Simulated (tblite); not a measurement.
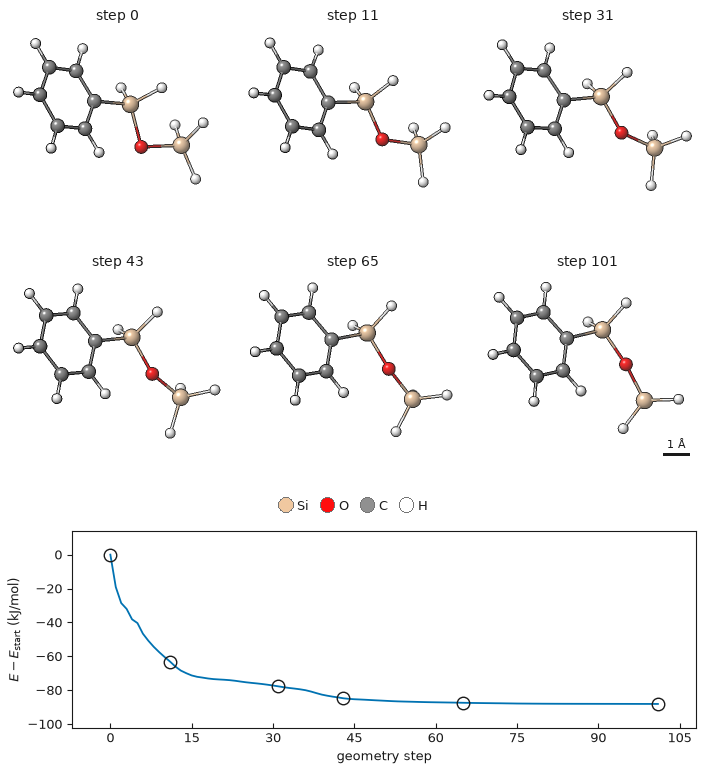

Frames of a relaxation of C$_{6}$H$_{10}$OSi$_{2}$, marked on the history of the run. The picture is a ball-and-stick view, seen from a free direction.

Computed with GFN2-xTB geometry optimisation, gas phase (tblite). 

### What happens along the run?

After 101 geometry steps the energy has fallen by 88.1 kJ/mol. The largest move after the best rigid fit is that of an H atom, 2.01 Å. Largest moves by element: H 2.01 Å, O 1.24 Å, Si 0.81 Å, C 0.49 Å. Some distances before and after: Si–Si 2.732 → 3.219 Å, O–Si 1.749 → 1.616 Å, O–Si 1.714 → 1.619 Å, C–Si 1.850 → 1.886 Å. Among the angles between lasting bonds that change: Si–O–Si 104.2° → 168.6°, H–Si–H 105.2° → 112.5°, O–Si–H 112.7° → 107.5°. Cost: 0.97 s on 1 thread of Arm Neoverse V1 (shared host). From step 0 to 11: the O atom moves most (0.38 Å), energy −63.1 kJ/mol. From step 11 to 31: an H atom moves most (0.43 Å), energy −14.7 kJ/mol. From step 31 to 43: an H atom moves most (0.54 Å), energy −7.05 kJ/mol. From step 43 to 65: an H atom moves most (0.45 Å), energy −2.63 kJ/mol. From step 65 to 101: an H atom moves most (0.40 Å), energy −0.69 kJ/mol.

```csv
step,"E − E(0), kJ/mol"
0,0.00
1,-19.13
2,-28.58
3,-32.04
4,-38.17
5,-40.39
6,-46.65
7,-50.79
8,-54.40
9,-57.54
10,-60.41
15,-71.30
20,-73.67
24,-74.90
29,-76.78
34,-79.07
39,-82.62
44,-85.13
48,-85.82
53,-86.61
58,-87.04
63,-87.31
67,-87.55
72,-87.74
77,-87.93
82,-88.02
87,-88.05
91,-88.07
96,-88.10
101,-88.13
```
